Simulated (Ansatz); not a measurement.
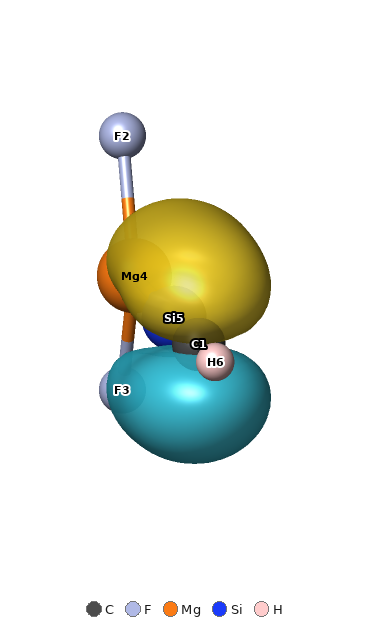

Figure. CHF$_{2}$MgSi (SMILES C#[Si][Mg-]([F])[F]) (charge −1). The HOMO at ±0.15 Å⁻³ᐟ² (yellow and cyan are the two phases), seen at an oblique angle.

Geometry: PBE0-D3(BJ)/def2-SVPD.

Level of theory: isolated molecule in a Gaussian basis; Kohn-Sham density functional theory, functional PBE0 in Ansatz.

```
atom    x (Å)    y (Å)    z (Å)
   C   0.3302  -0.4777  -0.6860
   F  -0.5520   3.0953   3.1526
   F   2.6593   2.8592   2.7372
  Mg   0.9401   2.4354   2.3749
  Si   0.5620   0.6320   0.4783
   H   0.1755  -1.2177  -1.4628
```

> Describe this orbital and give its energy.

It lies mainly on C1 (about 50 %) and Si5 (about 45 %); it is symmetric in the molecular plane (an in-plane orbital: σ, lone-pair or in-plane π type). Its energy is −2.14 eV.
